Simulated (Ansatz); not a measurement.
## How Sr(111) screens a field

Wanted: the response of a Sr(111) slab to a perpendicular field.

Calculated with Ansatz 0.2.0; plane-wave DFT, LDA, Ansatz PAW.

## Step 1: The starting structure

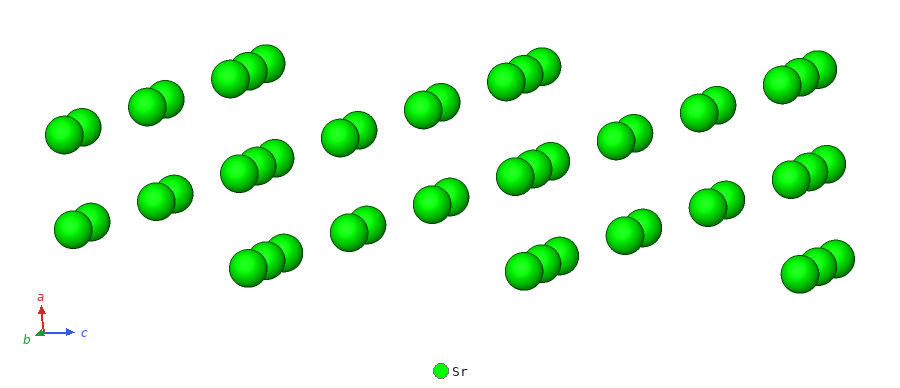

The starting structure, seen from the side, with the c axis across the page (strontium green). 2×2×1 cells are drawn. Some periodic images of atoms are drawn too.

The cell holds 9 atoms: 9 Sr. Cell: a = 4.299 Å, b = 4.299 Å, c = 46.082 Å, α = 90.0°, β = 90.0°, γ = 60.0°. Vacuum lies along c.

## Step 2: Single point, field 0

A sawtooth potential applies the field, turning back in the middle of the vacuum. With the dipole correction the typed value is the field outside the slab. The induced dipole is small, so the SCF threshold is tight.

input.yaml reads:

```yaml
crystal:
  lattice:
    - [4.2992092296, 0.0, 0.0]
    - [2.1496046148, 3.723224409, 0.0]
    - [0.0, 0.0, 46.0823170934]
  atoms:
    - { symbol: Sr, position: [0.3333333333, 0.3333333333, 0.1953026794] }
    - { symbol: Sr, position: [0.6666666667, 0.6666666667, 0.2714770095] }
    - { symbol: Sr, position: [0.0, 0.0, 0.3476513397] }
    - { symbol: Sr, position: [0.3333333333, 0.3333333333, 0.4238256698] }
    - { symbol: Sr, position: [0.6666666667, 0.6666666667, 0.5] }
    - { symbol: Sr, position: [0.0, 0.0, 0.5761743302] }
    - { symbol: Sr, position: [0.3333333333, 0.3333333333, 0.6523486603] }
    - { symbol: Sr, position: [0.6666666667, 0.6666666667, 0.7285229905] }
    - { symbol: Sr, position: [0.0, 0.0, 0.8046973206] }
kpoints:
  mp_grid: { grid: [12, 12, 1] }
hamiltonian:
  xc: lda
scf:
  occupations: { method: fermi_dirac, width: 0.1 }
  convergence: { dr2_threshold: 1.0e-10 }
efield:
  axis: 3
  dipole_correction: true
  ramp_position: 0.97
  ramp_width: 0.06
  amplitude: 0
output:
  forces: true
  write_potential: true
  write_density: true
  volumetric_format: npy
```

Started as:

```bash
$ ansatz run input.yaml --threads 2 --pin off --max-ram 3072MiB --backend cpu --events-out ev --progress --plain --runs-dir out
```

Numbers of over 12 decimals in the logs are rounded to 6 here.

The log of the run:

```text
Engine: ansatz 0.2.0, aarch64-unknown-linux-gnu
Pseudopotentials: kind: paw
Pseudopotential: Sr, paw, valence charge 10, recommended cutoff 420 eV (normal), Sr.paw.azcp
Functional definition: SPW92
  exchange = slater_x
  correlation = pw_c
Crystal: 9 atoms, lattice volume = 737.636 Å³
Basis set: ecut = 420 eV, 14333 PW (Γ)
Bands: 54, of which v1, the nominal top of the filled ones, is band 45 counted from 1 (44 counted from 0)
Symmetry: 6 space group operations
k-points: 19 of 144 (time reversal used)
Non-local potential: Sr, projectors of the file, l = 0: 3, l = 1: 2, l = 2: 2
PAW form: soft (Blöchl's): semilocal exchange-correlation on the pseudo side does not see the compensation charge
PAW frozen core: Sr, regenerated for the run's functional, and the local potential with it (the file was generated under x = pbe(κ = 0.804, μ = 0.219515), c = pbe(β = 0.066725))
PAW one-centre angular grid: Sr, 110 points (default); XC on 64 Gauss nodes
Initial density: superposition of atomic densities (neutral atoms: chi_scale 0, normalization atom), corrected by the library's trained network
Initial wavefunctions: pseudopotential atomic-orbital guess
Functional: x = slater, c = lda
SCF iter   1: F=—  HF=-30997.967462 eV  |F-HF|=—  |Δ(HF+E_count)|=         —  Δρ=3.55e-3  dr2=6.55e0  ethr=1.77e-3  p=0.000 e·Å  D=2.27e-14 V/Å  ΔV_dip=-0.00 eV  dr2_dipole=5.39e-9  V_vac-E_F(+/−)=2.75/2.75 eV  ⟨swp⟩=15.1  Hψ=14853  notcnv=0
efield: sawtooth ramp at fractional position 0.9700 (set: `efield.ramp_position`, or a place that a band, a saddle search or an elastic batch's reference lends), width 0.0600; the density the first Hamiltonian is built on has a dipole p = 0.000 e·Å; the dipole correction subtracts the counter field D = 2.27e-14 V/Å, which shifts the + side's vacuum level by -0.00 eV against the − side's; the planar-averaged density in the ramp window peaks in size at 2.7e-5 e/Å³
automatic band count: the SCF goes on with 63 bands, as 54 were too few: the levels above may hold too much charge
preconditioner: auto → LDOS  [metal: Δε(μ)=0.050 eV  Ē_g=2.224 eV  σ=0.100 eV  W_gap=0.13  n_scr=106 (ndim 8)  ℏωp=5.8 eV  f_vac=0.283  D(μ)=12.09/eV (n_scr^D=54)  β→1.0]
SCF iter   2: F=—  HF=-30997.888683 eV  |F-HF|=—  |Δ(HF+E_count)|=   7.88e-2  Δρ=8.07e-4  dr2=1.30e-2  ethr=1.77e-3  p=0.000 e·Å  D=1.06e-6 V/Å  ΔV_dip=-0.00 eV  dr2_dipole=7.02e-11  V_vac-E_F(+/−)=2.83/2.83 eV  ⟨swp⟩=2.2  Hψ=1411  notcnv=0
SCF iter   3: F=—  HF=-30997.889036 eV  |F-HF|=—  |Δ(HF+E_count)|=   3.53e-4  Δρ=3.77e-4  dr2=4.23e-3  ethr=1.44e-5  p=0.000 e·Å  D=1.23e-6 V/Å  ΔV_dip=-0.00 eV  dr2_dipole=6.97e-10  V_vac-E_F(+/−)=2.82/2.82 eV  ⟨swp⟩=2.3  Hψ=2090  notcnv=0
SCF iter   4: F=—  HF=-30997.888832 eV  |F-HF|=—  |Δ(HF+E_count)|=   2.03e-4  Δρ=1.38e-4  dr2=2.32e-4  ethr=4.70e-6  p=0.000 e·Å  D=7.68e-7 V/Å  ΔV_dip=-0.00 eV  dr2_dipole=4.88e-11  V_vac-E_F(+/−)=2.82/2.82 eV  ⟨swp⟩=2.3  Hψ=1785  notcnv=0
SCF iter   5: F=—  HF=-30997.888788 eV  |F-HF|=—  |Δ(HF+E_count)|=   4.43e-5  Δρ=2.57e-5  dr2=9.17e-6  ethr=2.58e-7  p=0.000 e·Å  D=3.57e-7 V/Å  ΔV_dip=-0.00 eV  dr2_dipole=5.88e-11  V_vac-E_F(+/−)=2.82/2.82 eV  ⟨swp⟩=2.1  Hψ=1976  notcnv=0
SCF iter   6: F=—  HF=-30997.888798 eV  |F-HF|=—  |Δ(HF+E_count)|=   9.93e-6  Δρ=5.66e-6  dr2=1.25e-6  ethr=1.02e-8  p=0.000 e·Å  D=9.54e-8 V/Å  ΔV_dip=-0.00 eV  dr2_dipole=1.83e-12  V_vac-E_F(+/−)=2.81/2.81 eV  ⟨swp⟩=2.9  Hψ=2021  notcnv=0
SCF iter   7: F=—  HF=-30997.888053 eV  |F-HF|=—  |Δ(HF+E_count)|=   7.45e-4  Δρ=2.55e-6  dr2=9.60e-8  ethr=1.39e-9  p=0.000 e·Å  D=2.41e-8 V/Å  ΔV_dip=-0.00 eV  dr2_dipole=2.58e-12  V_vac-E_F(+/−)=2.81/2.81 eV  ⟨swp⟩=2.3  Hψ=1905  notcnv=0
SCF iter   8: F=—  HF=-30997.888053 eV  |F-HF|=—  |Δ(HF+E_count)|=   1.34e-8  Δρ=5.98e-7  dr2=7.42e-9  ethr=1.07e-10  p=0.000 e·Å  D=5.12e-9 V/Å  ΔV_dip=-0.00 eV  dr2_dipole=1.33e-12  V_vac-E_F(+/−)=2.81/2.81 eV  ⟨swp⟩=2.7  Hψ=2382  notcnv=0
SCF iter   9: F=—  HF=-30997.888053 eV  |F-HF|=—  |Δ(HF+E_count)|=   1.08e-9  Δρ=2.67e-7  dr2=7.47e-10  ethr=8.25e-12  p=0.000 e·Å  D=3.28e-9 V/Å  ΔV_dip=-0.00 eV  dr2_dipole=9.02e-15  V_vac-E_F(+/−)=2.81/2.81 eV  ⟨swp⟩=2.4  Hψ=2154  notcnv=0
SCF iter  10: F=-30997.888053 eV  HF=-30997.888053 eV  |F-HF|=2.55e-11  |Δ(HF+E_count)|=  1.46e-11  Δρ=6.07e-8  dr2=3.92e-11  ethr=1.00e-12  p=-0.000 e·Å  D=-4.76e-10 V/Å  ΔV_dip=0.00 eV  dr2_dipole=6.08e-14  V_vac-E_F(+/−)=2.81/2.81 eV  ⟨swp⟩=18.8  Hψ=8880  notcnv=0
SCF 1 converged in 10 iterations: F = -30997.888053 eV  dr2 = 3.92e-11
  greatest PAW one-centre occupation: 0.988 electrons in one spin orbital (limit 2), on the Sr atom at site 0 (counted from 0), in its partial waves of l = 0
WARN: The output density's exchange-correlation potential varies sharply where the density is thin. Do not read a vacuum level from v_tot or v_xc, or from such a field of the output density. On a cell that repeats whose density bears no net charge and no dipole along the vacuum's axis use v_es (v_loc + v_h of the components); under efield.dipole_correction with no amplitude use v_es + v_field, which holds any externa [...]
SCF converged after 10 iterations
Free energy (F): -30997.888053 eV
Harris-Foulkes:  -30997.888053 eV  (|F-HF|=2.55e-11)
Internal energy: -30997.489477 eV  (E = F + TS)
E sigma→0 (E₀):  -30997.688765 eV
Entropy (-TS):   -0.398576 eV (-44.286 meV/atom)
Fermi energy:    2.401869 eV
Dipole field:    D = 0.000000 V/Å  (p = 0.000001 e·Å, saw-weighted, corrected)
Work function:   Φ+ = 2.8133 eV   Φ− = 2.8133 eV
Levels:          The Fermi level and band energies are counted from a zero that moves with the ramp; work functions are not
--- Per-component energies (eV) ---
  E_band       = -1470.380754
  E_kinetic    = 2169.611693
  E_local      = -42523.751265  (includes V_loc(G=0)·N_el)
  E_nonlocal   = 1863.848676
  E_hartree    = 19417.564435
  E_xc         = -1519.486553
  E_vxc        = -1423.908019  (∫ρ·V_xc dr)
  E_paw        = -23374.632217  (= ΣΔE_a)
  E_vpaw       = -391.310400  (= ΣTr[D̂ρ^β])
  E_aug_tail   = -0.000015  (compensation charges beyond the density's cutoff)
  E_efield     = 0.000000  (sawtooth field / dipole correction)
  E_vefield    = 0.000000  (∫n·V_field dr)
  E_ewald      = 12966.708550
  E_core_change = 2.647219  (= ΣΔE_core)
  E_smearing   = -0.398576  (= −TS)
  E_closure    = -0.000000  (closes the sum)
  Σ components = -30997.888053   (vs F -30997.888053, Δ=0.00e0)
--- Forces (eV/Å), atoms counted from 1 ---
  atom   1  Sr    -0.00000000     0.00000000     0.20601900
  atom   2  Sr     0.00000000     0.00000000    -0.05403138
  atom   3  Sr    -0.00000000     0.00000000     0.00076521
  atom   4  Sr     0.00000000    -0.00000000    -0.00105062
  atom   5  Sr    -0.00000000    -0.00000000     0.00000002
  atom   6  Sr    -0.00000000     0.00000000     0.00105060
  atom   7  Sr    -0.00000000     0.00000000    -0.00076522
  atom   8  Sr     0.00000000     0.00000000     0.05403141
  atom   9  Sr    -0.00000000    -0.00000000    -0.20601906
  max |Σ_I F_I| component: 4.99e-8 eV/Å
--- Band table (eV; the first three rows and the last of 19) ---
  k-point 0: bands = [... 41 lower, 0.0579, 0.4482, 0.8234, 1.1265, 2.5086, 2.5975, 2.7919, 3.0156, ... 14 higher]
  k-point 1: bands = [... 41 lower, 0.1495, 0.5401, 0.9179, 1.2270, 2.5061, 2.6100, 2.8096, 3.0316, ... 14 higher]
  k-point 2: bands = [... 41 lower, 0.4120, 0.8014, 1.1848, 1.5106, 2.4994, 2.6446, 2.8614, 3.0747, ... 14 higher]
  k-point 18: bands = [... 41 lower, 2.2909, 2.3166, 2.4167, 2.4167, 2.4896, 2.4896, 2.5060, 2.6268, ... 14 higher]
```

Run time: 77 s. Hardware: 2 threads of Arm Neoverse V1, shared host; peak memory 1.2 GiB; 2.6 min of CPU time.

Numbers from this step:

* energy at zero smearing: -30997.6888 eV
* work function, upper face: 2.813 eV
* dipole along the normal: 7.02e-7 e·Å

Running mean over 3.51 Å of the planar mean; the ramp of the sawtooth is left out. The electron's electrostatic potential energy less the Fermi level by z:

| z (Å) | electron's electrostatic potential energy less the Fermi level (eV) |
| --- | --- |
| 4 | 2.80 |
| 6 | 2.37 |
| 8 | -3.47 |
| 10 | -3.83 |
| 12 | -3.75 |
| 14 | -3.76 |
| 16 | -3.76 |
| 18 | -3.76 |
| 20 | -3.76 |
| 22 | -3.76 |
| 24 | -3.76 |
| 26 | -3.76 |
| 28 | -3.76 |
| 30 | -3.76 |
| 32 | -3.76 |
| 34 | -3.75 |
| 36 | -3.82 |
| 38 | -3.59 |
| 40 | 2.30 |
| 42 | 2.80 |

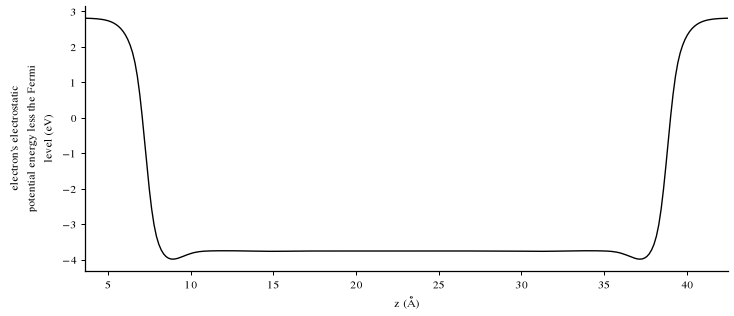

Electron's electrostatic potential energy less the Fermi level, plotted against z.

Force by atom:

| atom | x (eV/Å) | y (eV/Å) | z (eV/Å) | size |
| --- | --- | --- | --- | --- |
| Sr1 | 0.000 | 0.000 | 0.206 | 0.206 |
| Sr2 | 0.000 | 0.000 | -0.054 | 0.054 |
| Sr3 | 0.000 | 0.000 | 0.001 | 0.001 |
| Sr4 | 0.000 | 0.000 | -0.001 | 0.001 |
| Sr5 | 0.000 | 0.000 | 0.000 | 0.000 |
| Sr6 | 0.000 | 0.000 | 0.001 | 0.001 |
| Sr7 | 0.000 | 0.000 | -0.001 | 0.001 |
| Sr8 | 0.000 | 0.000 | 0.054 | 0.054 |
| Sr9 | 0.000 | 0.000 | -0.206 | 0.206 |

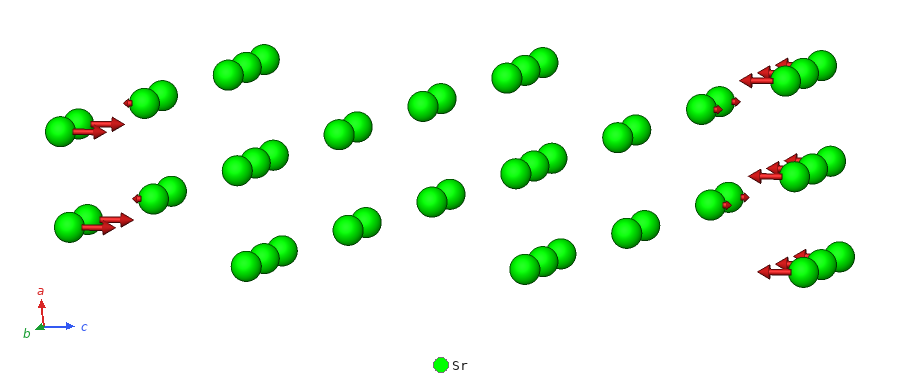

Force as arrows, the longest 0.206 eV/Å. 2×2×1 cells are drawn. Some periodic images of atoms are drawn too.

The work function of the upper face is 2.81 eV.

## Step 3: Single point, field 0.03 V/Å

Edit input.yaml of step 2 so:

```diff
@@ -27,3 +27,3 @@
   ramp_width: 0.06
-  amplitude: 0
+  amplitude: 0.03
 output:
```

The log of the run:

```text
[...]
Crystal: 9 atoms, lattice volume = 737.636 Å³
Basis set: ecut = 420 eV, 14333 PW (Γ)
Bands: 54, of which v1, the nominal top of the filled ones, is band 45 counted from 1 (44 counted from 0)
Symmetry: 6 space group operations
k-points: 19 of 144 (time reversal used)
[...]
k-point 0: bands = [... 41 lower, 0.0578, 0.4480, 0.8232, 1.1263, 2.5081, 2.5973, 2.7918, 3.0155, ... 14 higher]
  k-point 1: bands = [... 41 lower, 0.1494, 0.5399, 0.9178, 1.2268, 2.5058, 2.6098, 2.8095, 3.0315, ... 14 higher]
  k-point 2: bands = [... 41 lower, 0.4119, 0.8013, 1.1846, 1.5105, 2.4992, 2.6444, 2.8612, 3.0746, ... 14 higher]
  k-point 18: bands = [... 41 lower, 2.2908, 2.3164, 2.4166, 2.4166, 2.4893, 2.4895, 2.5058, 2.6266, ... 14 higher]
[key lines of the parts left out:]
SCF converged after 14 iterations
Free energy (F): -30997.889387 eV
Fermi energy:    2.401721 eV
Dipole field:    D = 0.021815 V/Å  (p = 0.088929 e·Å, saw-weighted, corrected)
```

Wall time 94 s (2 threads); peak memory 1.2 GiB; 3.1 min of CPU time.

The dipole is 0.0889 e·Å.

## Step 4: Atoms held, field -0.03 V/Å

Edit input.yaml of step 3 so:

```diff
@@ -27,3 +27,3 @@
   ramp_width: 0.06
-  amplitude: 0.03
+  amplitude: -0.03
 output:
```

The log of the run:

```text
[...]
Crystal: 9 atoms, lattice volume = 737.636 Å³
Basis set: ecut = 420 eV, 14333 PW (Γ)
Bands: 54, of which v1, the nominal top of the filled ones, is band 45 counted from 1 (44 counted from 0)
Symmetry: 6 space group operations
k-points: 19 of 144 (time reversal used)
[...]
k-point 0: bands = [... 41 lower, 0.0578, 0.4480, 0.8232, 1.1263, 2.5081, 2.5973, 2.7918, 3.0155, ... 14 higher]
  k-point 1: bands = [... 41 lower, 0.1494, 0.5399, 0.9178, 1.2268, 2.5057, 2.6098, 2.8095, 3.0315, ... 14 higher]
  k-point 2: bands = [... 41 lower, 0.4119, 0.8013, 1.1846, 1.5105, 2.4992, 2.6444, 2.8612, 3.0746, ... 14 higher]
  k-point 18: bands = [... 41 lower, 2.2908, 2.3164, 2.4166, 2.4166, 2.4893, 2.4895, 2.5058, 2.6266, ... 14 higher]
[key lines of the parts left out:]
SCF converged after 14 iterations
Free energy (F): -30997.889387 eV
Fermi energy:    2.401719 eV
Dipole field:    D = -0.021815 V/Å  (p = -0.088929 e·Å, saw-weighted, corrected)
```

Elapsed: 97 s, on 2 threads; peak memory 1.2 GiB; 3.2 min of CPU time.

The dipole is -0.0889 e·Å.

## Step 5: Single point, field 0.1 V/Å

Edit input.yaml of step 4 so:

```diff
@@ -27,3 +27,3 @@
   ramp_width: 0.06
-  amplitude: -0.03
+  amplitude: 0.1
 output:
```

The log of the run:

```text
[...]
Crystal: 9 atoms, lattice volume = 737.636 Å³
Basis set: ecut = 420 eV, 14333 PW (Γ)
Bands: 54, of which v1, the nominal top of the filled ones, is band 45 counted from 1 (44 counted from 0)
Symmetry: 6 space group operations
k-points: 19 of 144 (time reversal used)
[...]
k-point 0: bands = [... 41 lower, 0.0564, 0.4466, 0.8218, 1.1248, 2.5036, 2.5960, 2.7908, 3.0148, ... 14 higher]
  k-point 1: bands = [... 41 lower, 0.1480, 0.5385, 0.9163, 1.2253, 2.5024, 2.6080, 2.8082, 3.0306, ... 14 higher]
  k-point 2: bands = [... 41 lower, 0.4105, 0.7999, 1.1832, 1.5090, 2.4971, 2.6424, 2.8595, 3.0733, ... 14 higher]
  k-point 18: bands = [... 41 lower, 2.2894, 2.3149, 2.4151, 2.4152, 2.4876, 2.4883, 2.5043, 2.6250, ... 14 higher]
[key lines of the parts left out:]
SCF converged after 14 iterations
Free energy (F): -30997.902876 eV
Fermi energy:    2.400178 eV
Dipole field:    D = 0.072732 V/Å  (p = 0.296489 e·Å, saw-weighted, corrected)
```

Run time: 99 s. Hardware: 2 threads; peak memory 1.2 GiB.

The dipole is 0.296 e·Å.

## Step 6: Single point, field -0.1 V/Å

Edit input.yaml of step 5 so:

```diff
@@ -27,3 +27,3 @@
   ramp_width: 0.06
-  amplitude: 0.1
+  amplitude: -0.1
 output:
```

The log of the run:

```text
[...]
Crystal: 9 atoms, lattice volume = 737.636 Å³
Basis set: ecut = 420 eV, 14333 PW (Γ)
Bands: 54, of which v1, the nominal top of the filled ones, is band 45 counted from 1 (44 counted from 0)
Symmetry: 6 space group operations
k-points: 19 of 144 (time reversal used)
[...]
k-point 0: bands = [... 41 lower, 0.0564, 0.4466, 0.8218, 1.1248, 2.5036, 2.5960, 2.7908, 3.0148, ... 14 higher]
  k-point 1: bands = [... 41 lower, 0.1480, 0.5385, 0.9163, 1.2253, 2.5024, 2.6080, 2.8082, 3.0306, ... 14 higher]
  k-point 2: bands = [... 41 lower, 0.4105, 0.7999, 1.1832, 1.5090, 2.4971, 2.6424, 2.8595, 3.0733, ... 14 higher]
  k-point 18: bands = [... 41 lower, 2.2894, 2.3149, 2.4151, 2.4152, 2.4876, 2.4883, 2.5043, 2.6250, ... 14 higher]
[key lines of the parts left out:]
SCF converged after 14 iterations
Free energy (F): -30997.902876 eV
Fermi energy:    2.400178 eV
Dipole field:    D = -0.072732 V/Å  (p = -0.296488 e·Å, saw-weighted, corrected)
```

Wall time 98 s (2 threads); peak memory 1.2 GiB.

The dipole is -0.296 e·Å.

## Step 7: Atoms held, field 0.15 V/Å

Edit input.yaml of step 6 so:

```diff
@@ -27,3 +27,3 @@
   ramp_width: 0.06
-  amplitude: -0.1
+  amplitude: 0.15
 output:
@@ -33 +33,2 @@
   volumetric_format: npy
+  elf: true
```

The log of the run:

```text
[...]
Crystal: 9 atoms, lattice volume = 737.636 Å³
Basis set: ecut = 420 eV, 14333 PW (Γ)
Bands: 54, of which v1, the nominal top of the filled ones, is band 45 counted from 1 (44 counted from 0)
Symmetry: 6 space group operations
k-points: 19 of 144 (time reversal used)
[...]
k-point 0: bands = [... 41 lower, 0.0544, 0.4447, 0.8198, 1.1228, 2.4975, 2.5941, 2.7894, 3.0137, ... 14 higher]
  k-point 1: bands = [... 41 lower, 0.1460, 0.5366, 0.9143, 1.2232, 2.4977, 2.6054, 2.8064, 3.0293, ... 14 higher]
  k-point 2: bands = [... 41 lower, 0.4085, 0.7979, 1.1812, 1.5069, 2.4942, 2.6397, 2.8571, 3.0714, ... 14 higher]
  k-point 18: bands = [... 41 lower, 2.2873, 2.3129, 2.4130, 2.4131, 2.4854, 2.4864, 2.5022, 2.6229, ... 14 higher]
[key lines of the parts left out:]
SCF converged after 15 iterations
Free energy (F): -30997.921409 eV
Fermi energy:    2.398036 eV
Dipole field:    D = 0.109132 V/Å  (p = 0.444870 e·Å, saw-weighted, corrected)
```

Wall time 1.7 min (2 threads); peak memory 1.2 GiB.

Running mean over 3.51 Å of the planar mean, with the applied field; the ramp of the sawtooth is left out. The electron's electrostatic potential energy less the Fermi level by z:

| z (Å) | electron's electrostatic potential energy less the Fermi level (eV) |
| --- | --- |
| 4 | 2.47 |
| 6 | 2.28 |
| 8 | -3.46 |
| 10 | -3.83 |
| 12 | -3.75 |
| 14 | -3.76 |
| 16 | -3.76 |
| 18 | -3.76 |
| 20 | -3.76 |
| 22 | -3.76 |
| 24 | -3.76 |
| 26 | -3.76 |
| 28 | -3.76 |
| 30 | -3.76 |
| 32 | -3.76 |
| 34 | -3.75 |
| 36 | -3.82 |
| 38 | -3.59 |
| 40 | 2.40 |
| 42 | 3.15 |

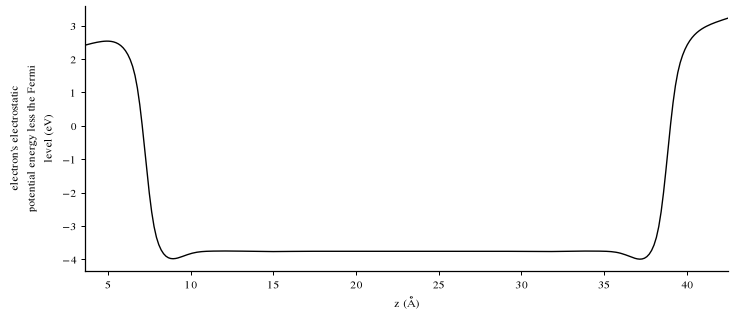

Electron's electrostatic potential energy less the Fermi level, plotted against z.

The dipole is 0.445 e·Å.

(Part 1 of 2 ends here.)

[Logs are printed without paths, hosts, clocks, repeated set-up lines and the standing remarks that a program may print on its own settings, such as how far it seeks lower states.]

[Hosts, paths, dates, database ids (printed as entryN), source tags and the programs' standing remarks are cut or masked in the printed files.]

[Maps of the electrostatic potential energy from Ansatz leave out the sawtooth potential of an applied field or a dipole correction, so their vacuum need not be flat; planar profiles and work functions include it.]
